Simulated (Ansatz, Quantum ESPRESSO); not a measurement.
## Si3Ag (Fm-3m): zone-centre phonons

Wanted: the vibrations of Si3Ag (Fm-3m) at Γ, by two programs.

Program: Quantum ESPRESSO 7.5. Level of theory: DFT PBE, scalar-relativistic, plane waves, JTH PAW pseudopotentials. Results are calculated unless marked as measured.

The structure was built from a prototype and need not be the compound's stable phase.

## 1. The starting structure

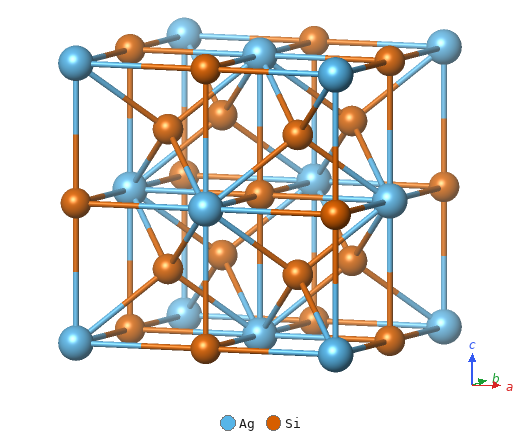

Start, viewed slightly off an axis; silver blue, silicon orange. This picture shows the conventional cell, with its axes. Some periodic images of atoms are drawn too.

## 2. A probe with smearing

Before anything dear is run, a loose run with smearing shows whether this is a metal and how far the cell is from rest.

probe.in

```
 &control
    calculation='scf',
    prefix='x',
    outdir='./tmp',
    pseudo_dir='./pseudo',
    tprnfor=.true.,
    tstress=.true.,
    verbosity='high',
 /
 &system
    ibrav=0,
    nat=4,
    ntyp=2,
    ecutwfc=40.0,
    ecutrho=200.0,
    occupations='smearing',
    smearing='gaussian',
    degauss=0.01,
 /
 &electrons
    conv_thr=1.0d-07,
    mixing_beta=0.7,
    electron_maxstep=100,
 /
ATOMIC_SPECIES
 Ag    107.8682  Ag.upf
 Si     28.0850  Si.upf
CELL_PARAMETERS angstrom
    -3.103914580    0.000000000    3.103914580
     0.000000000    3.103914580    3.103914580
    -3.103914580    3.103914580    0.000000000
ATOMIC_POSITIONS crystal
 Ag     0.000000000   0.000000000   0.000000000
 Si     0.500000000   0.500000000   0.500000000
 Si     0.750000000   0.750000000   0.750000000
 Si     0.250000000   0.250000000   0.250000000
K_POINTS automatic
 6 6 6 0 0 0
```

Launch:

```
$ OMP_NUM_THREADS=1 mpirun -n 4 pw.x -nk 4 -in probe.in > probe.out
```

Output:

```text
[banners, grids, parts of the stress and lines that vanish by symmetry left out]
Program PWSCF v.7.5
     file Ag.upf: wavefunction(s)  5S 0S 5P 0P 4D 0D renormalized
     file Si.upf: wavefunction(s)  0S 0P renormalized
[...]
kinetic-energy cutoff     =      40.0000  Ry
     charge density cutoff     =     200.0000  Ry
     scf convergence threshold =      1.0E-07
[...]
Exchange-correlation= SLA PW PBX PBC
                           (   1   4   3   4   0   0   0)
[...]
48 Sym. Ops., with inversion, found
[...]
(     0          1          0      )
                  (     0          0          1      )
[...]
(  0.0000000  1.0000000  0.0000000 )
                  ( -0.0000000 -0.0000000  1.0000000 )
[...]
(     1          0         -1      )
                  (     0          0         -1      )
[...]
(     0          1          0      )
[...]
( -1.0000000  0.0000000  0.0000000 )
                  (  0.0000000  1.0000000 -0.0000000 )
[...]
number of k points=    16  Gaussian smearing, width (Ry)=  0.0100
[...]
End of self-consistent calculation
[...]
the Fermi energy is    11.8181 ev
!    total energy              =    -495.36085194 Ry
[...]
convergence has been achieved in  11 iterations
[...]
atom    1 type  1   force =    -0.00000000    0.00000000   -0.00000000
     atom    2 type  2   force =     0.00000000    0.00000000    0.00000000
     atom    3 type  2   force =     0.00000000    0.00000000   -0.00000000
     atom    4 type  2   force =     0.00000000    0.00000000    0.00000000
[...]
Total force =     0.000000     Total SCF correction =     0.000000
[...]
total   stress  (Ry/bohr**3)                   (kbar)     P=       96.49
[...]
XML data file, charge density, pseudopotentials, collected wavefunctions

   JOB DONE.
```

Wall time 6.5 s (4 MPI ranks of Arm Neoverse V1, shared host); 26 s of CPU time.

This step gave:

```
volume per atom   : 14.95 Å³
pressure          : 9.649 GPa
gap on the k-mesh : 0 eV
```

No gap opens on this mesh, so smearing is kept; the start stands at 9.6 GPa.

## 3. Relaxation

The relaxation runs at a cutoff a fifth above that of the response, since stress converges more slowly with the basis than frequencies do. Forces and stress are brought to rest with tight thresholds.

relax.in

```
 &control
    calculation='vc-relax',
    prefix='x',
    outdir='./tmp',
    pseudo_dir='./pseudo',
    tprnfor=.true.,
    tstress=.true.,
    forc_conv_thr=2.0d-05,
    etot_conv_thr=1.0d-07,
    nstep=40,
 /
 &system
    ibrav=0,
    nat=4,
    ntyp=2,
    ecutwfc=48,
    ecutrho=240.0,
    occupations='smearing',
    smearing='mv',
    degauss=0.02,
 /
 &electrons
    conv_thr=1.0d-11,
    mixing_beta=0.7,
    electron_maxstep=100,
 /
 &ions
 /
 &cell
    press_conv_thr=0.2,
 /
ATOMIC_SPECIES
 Ag    107.8682  Ag.upf
 Si     28.0850  Si.upf
CELL_PARAMETERS angstrom
    -3.103914580    0.000000000    3.103914580
     0.000000000    3.103914580    3.103914580
    -3.103914580    3.103914580    0.000000000
ATOMIC_POSITIONS crystal
 Ag     0.000000000   0.000000000   0.000000000
 Si     0.500000000   0.500000000   0.500000000
 Si     0.750000000   0.750000000   0.750000000
 Si     0.250000000   0.250000000   0.250000000
K_POINTS automatic
 8 8 8 0 0 0
```

Launch:

```
$ OMP_NUM_THREADS=1 mpirun -n 4 pw.x -nk 4 -in relax.in > relax.out
```

Output:

```text
[banners, grids, parts of the stress and lines that vanish by symmetry left out]
[banner, memory and clock lines left out]
Program PWSCF v.7.5

[...]
kinetic-energy cutoff     =      48.0000  Ry
     charge density cutoff     =     240.0000  Ry
     scf convergence threshold =      1.0E-11
[...]
energy convergence thresh.=      1.0E-07
     force convergence thresh. =      2.0E-05
     press convergence thresh. =      2.0E-01
     Exchange-correlation= SLA PW PBX PBC
                           (   1   4   3   4   0   0   0)
[...]
48 Sym. Ops., with inversion, found
[...]
number of k points=    29  Marzari-Vanderbilt smearing, width (Ry)=  0.0200
[...]
End of self-consistent calculation
[...]
the Fermi energy is    11.9167 ev
!    total energy              =    -495.35534495 Ry
[...]
convergence has been achieved in  16 iterations
[...]
atom    1 type  1   force =    -0.00000000    0.00000000   -0.00000000
     atom    2 type  2   force =     0.00000000    0.00000000    0.00000000
     atom    3 type  2   force =     0.00000000    0.00000000    0.00000000
     atom    4 type  2   force =    -0.00000000    0.00000000   -0.00000000
     Total force =     0.000000     Total SCF correction =     0.000000
[...]
total   stress  (Ry/bohr**3)                   (kbar)     P=       94.50
[...]
number of bfgs steps    =   0
[...]
CELL_PARAMETERS (angstrom)
[...]
ATOMIC_POSITIONS (crystal)
Ag              -0.0000000000       -0.0000000000        0.0000000000
Si               0.5000000000        0.5000000000        0.5000000000
Si               0.7500000000        0.7500000000        0.7500000000
Si               0.2500000000        0.2500000000        0.2500000000
[...]
New effective cutoffs (rho, wfc):  232.30   46.49
[...]
End of self-consistent calculation
[...]
the Fermi energy is    11.1586 ev
!    total energy              =    -495.36418164 Ry
[...]
convergence has been achieved in  15 iterations
[...]
atom    1 type  1   force =     0.00000000    0.00000000   -0.00000000
     atom    2 type  2   force =     0.00000000    0.00000000    0.00000000
     atom    3 type  2   force =    -0.00000000   -0.00000000    0.00000000
     atom    4 type  2   force =     0.00000000    0.00000000   -0.00000000
     Total force =     0.000000     Total SCF correction =     0.000000
[...]
total   stress  (Ry/bohr**3)                   (kbar)     P=       39.37
[...]
number of bfgs steps    =   1
[...]
CELL_PARAMETERS (angstrom)
[...]
ATOMIC_POSITIONS (crystal)
[...]
New effective cutoffs (rho, wfc):  226.86   45.40
[...]
End of self-consistent calculation
[...]
the Fermi energy is    10.6151 ev
!    total energy              =    -495.36644180 Ry
[...]
convergence has been achieved in  22 iterations
[...]
atom    1 type  1   force =    -0.00000000   -0.00000000   -0.00000000
     atom    2 type  2   force =     0.00000000    0.00000000    0.00000000
     atom    3 type  2   force =    -0.00000000    0.00000000    0.00000000
     atom    4 type  2   force =     0.00000000    0.00000000   -0.00000000
     Total force =     0.000000     Total SCF correction =     0.000000
[...]
total   stress  (Ry/bohr**3)                   (kbar)     P=        5.11
[...]
number of bfgs steps    =   2
[...]
CELL_PARAMETERS (angstrom)
[...]
ATOMIC_POSITIONS (crystal)
[...]
New effective cutoffs (rho, wfc):  226.04   45.24
[...]
End of self-consistent calculation
[...]
the Fermi energy is    10.5340 ev
!    total energy              =    -495.36648578 Ry
[...]
convergence has been achieved in  18 iterations
[...]
atom    1 type  1   force =     0.00000000    0.00000000    0.00000000
     atom    2 type  2   force =    -0.00000000   -0.00000000   -0.00000000
[...]
Total force =     0.000000     Total SCF correction =     0.000000
[...]
total   stress  (Ry/bohr**3)                   (kbar)     P=        0.36
[...]
number of bfgs steps    =   3
[...]
CELL_PARAMETERS (angstrom)
[...]
ATOMIC_POSITIONS (crystal)
[...]
New effective cutoffs (rho, wfc):  225.98   45.23
[...]
End of self-consistent calculation
[...]
the Fermi energy is    10.5279 ev
!    total energy              =    -495.36648600 Ry
[...]
convergence has been achieved in  13 iterations
[...]
Total force =     0.000000     Total SCF correction =     0.000000
[...]
total   stress  (Ry/bohr**3)                   (kbar)     P=        0.00
[...]
number of bfgs steps    =   4
[...]
small trust_radius: resetting bfgs history
[...]
CELL_PARAMETERS (angstrom)
[...]
ATOMIC_POSITIONS (crystal)
[...]
New effective cutoffs (rho, wfc):  225.98   45.23
[...]
End of self-consistent calculation
[...]
the Fermi energy is    10.5279 ev
!    total energy              =    -495.36648600 Ry
[...]
convergence has been achieved in   7 iterations
[...]
atom    1 type  1   force =     0.00000000    0.00000000    0.00000000
     atom    2 type  2   force =     0.00000000    0.00000000    0.00000000
     atom    3 type  2   force =     0.00000000    0.00000000    0.00000000
     atom    4 type  2   force =     0.00000000    0.00000000    0.00000000
     Total force =     0.000000     Total SCF correction =     0.000000
[...]
total   stress  (Ry/bohr**3)                   (kbar)     P=        0.00
[...]
bfgs converged in   6 scf cycles and   5 bfgs steps
[...]
End of BFGS Geometry Optimization
     Final enthalpy           =    -495.3664859978 Ry
     File ./tmp/x.bfgs deleted, as requested
[...]
CELL_PARAMETERS (angstrom)
[...]
ATOMIC_POSITIONS (crystal)
[...]
Si               0.7500000000        0.7500000000        0.7500000000
Si               0.2500000000        0.2500000000        0.2500000000
[...]
Final scf calculation at the relaxed structure.
[...]
kinetic-energy cutoff     =      48.0000  Ry
     charge density cutoff     =     240.0000  Ry
     scf convergence threshold =      1.0E-13
[...]
press convergence thresh. =      2.0E-01
     Exchange-correlation= SLA PW PBX PBC
                           (   1   4   3   4   0   0   0)
[...]
48 Sym. Ops., with inversion, found
[...]
number of k points=    29  Marzari-Vanderbilt smearing, width (Ry)=  0.0200
[...]
c_bands:  1 eigenvalues not converged
     c_bands:  1 eigenvalues not converged
     c_bands:  1 eigenvalues not converged
[...]
End of self-consistent calculation
[...]
the Fermi energy is    10.5278 ev
!    total energy              =    -495.36658745 Ry
[...]
convergence has been achieved in  27 iterations
[...]
atom    1 type  1   force =     0.00000000    0.00000000    0.00000000
     atom    2 type  2   force =     0.00000000    0.00000000    0.00000000
     atom    3 type  2   force =    -0.00000000   -0.00000000    0.00000000
     atom    4 type  2   force =     0.00000000    0.00000000    0.00000000
     Total force =     0.000000     Total SCF correction =     0.000000
[...]
total   stress  (Ry/bohr**3)                   (kbar)     P=       -0.02
[...]
XML data file, charge density, pseudopotentials, collected wavefunctions
```

It took 1.7 min on 4 MPI ranks.

Step by step:

```csv
step,energy less that of the first step (eV),largest force (eV/Å),pressure (GPa),volume (Å³)
1,0.0000,0.0000,9.45,59.81
2,-0.1202,0.0000,3.94,62.74
3,-0.1510,0.0000,0.51,65.01
4,-0.1516,0.0000,0.04,65.36
5,-0.1516,0.0000,0.00,65.39
6,-0.1516,0.0000,0.00,65.39
7,-0.1530,0.0000,0.00,65.39
```

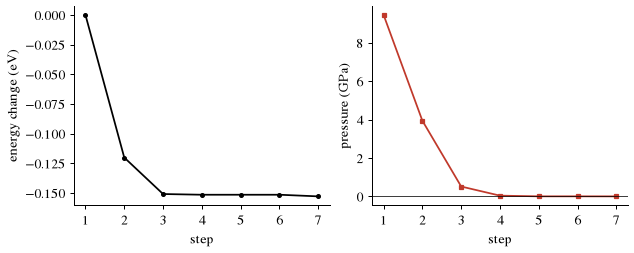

Energy and pressure along the relaxation.

```csv
"conventional cell, symmetrised",before,after,change
a (Å),6.208,6.395,+3.0 %
b (Å),6.208,6.395,+3.0 %
c (Å),6.208,6.395,+3.0 %
volume (Å³/atom),14.95,16.35,+9.3 %
```

The last row of the table of steps is pw.x's closing run on a basis chosen anew for the final cell, so its energy can jump.

Numbers from this step:

* volume per atom: 16.35 Å³
* pressure: -0.002 GPa

The volume changes by +9.3 % from the cell with which this run began.

## 4. Ground state

The response is built on this ground state, so it is converged far tighter than an energy would need. Smearing stays on, as the first look found no gap above 0.3 eV.

scf.in

```
 &control
    calculation='scf',
    prefix='x',
    outdir='./tmp',
    pseudo_dir='./pseudo',
    tprnfor=.true.,
    tstress=.true.,
 /
 &system
    ibrav=0,
    nat=4,
    ntyp=2,
    ecutwfc=40.0,
    ecutrho=200.0,
    occupations='smearing',
    smearing='mv',
    degauss=0.02,
 /
 &electrons
    conv_thr=1.0d-12,
    mixing_beta=0.7,
    electron_maxstep=100,
 /
ATOMIC_SPECIES
 Ag    107.8682  Ag.upf
 Si     28.0850  Si.upf
CELL_PARAMETERS angstrom
    -3.197586704    0.000000000    3.197586704
     0.000000000    3.197586704    3.197586704
    -3.197586704    3.197586704    0.000000000
ATOMIC_POSITIONS crystal
 Ag     0.000000000   0.000000000   0.000000000
 Si     0.500000000   0.500000000   0.500000000
 Si     0.750000000   0.750000000   0.750000000
 Si     0.250000000   0.250000000   0.250000000
K_POINTS automatic
 8 8 8 0 0 0
```

Launch:

```
$ OMP_NUM_THREADS=1 mpirun -n 4 pw.x -nk 4 -in scf.in > scf.out
```

Output:

```text
[banners, grids, parts of the stress and lines that vanish by symmetry left out]
[banner, memory and clock lines left out]
Program PWSCF v.7.5

[...]
kinetic-energy cutoff     =      40.0000  Ry
     charge density cutoff     =     200.0000  Ry
     scf convergence threshold =      1.0E-12
[...]
Exchange-correlation= SLA PW PBX PBC
                           (   1   4   3   4   0   0   0)
[...]
48 Sym. Ops., with inversion, found
[...]
number of k points=    29  Marzari-Vanderbilt smearing, width (Ry)=  0.0200
[...]
End of self-consistent calculation
[...]
the Fermi energy is    10.5283 ev
!    total energy              =    -495.36635356 Ry
[...]
convergence has been achieved in  20 iterations
[...]
atom    1 type  1   force =     0.00000000    0.00000000    0.00000000
     atom    2 type  2   force =     0.00000000   -0.00000000    0.00000000
     atom    3 type  2   force =     0.00000000    0.00000000   -0.00000000
     atom    4 type  2   force =     0.00000000    0.00000000    0.00000000
     Total force =     0.000000     Total SCF correction =     0.000000
[...]
total   stress  (Ry/bohr**3)                   (kbar)     P=        0.15
[...]
XML data file, charge density, pseudopotentials, collected wavefunctions
```

Elapsed: 17 s, on 4 MPI ranks; 66 s of CPU time.

This step gave:

* pressure: 0.015 GPa

The cell stands at 0.015 GPa, close enough for phonons.

[end of part 1 of 3]

[Host names and launcher messages were left out of these logs when they were recorded.]

[Logs are printed without paths, hosts, clocks, repeated set-up lines and the standing remarks that a program may print on its own settings, such as how far it seeks lower states.]

[Hosts, paths, dates, database ids (printed as entryN), source tags and the programs' standing remarks are cut or masked in the printed files.]
